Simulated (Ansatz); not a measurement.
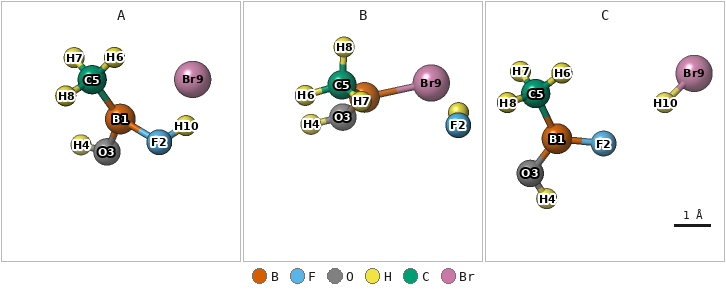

3 geometries from a converged minimum-energy path of CH5BBrFO, made up at the start of CH$_{4}$BFO and HBr, shuffled. A ball-and-stick model, seen at a tilt.

These are results of RHF/def2-SVPD in Ansatz, not measurements. Set-up: 5 movable images; climbing image; force threshold 0.05 eV/Å; iteration limit 60; starting path through a guess of the saddle point.

Which frame is the transition state?

Answer. A. In order along the path, whose images run from 0 to 6: C (image 1, +0.02 eV), A (image 4, +2.06 eV), B (image 6, +0.81 eV). Breaking: B1–F2 (1.35 → 1.59 at the top → 4.02 Å), Br9–H10 (1.41 → 1.95 at the top → 2.62 Å). Forming: B1–Br9 (5.06 → 2.53 at the top → 1.97 Å), F2–H10 (2.32 → 0.99 at the top → 0.90 Å).

Limits of the set-up: the start holds two separate molecules, 2.3 Å apart at their closest, whose relative position is a soft coordinate and is computed without a dispersion correction; Hartree-Fock leaves out electron correlation.
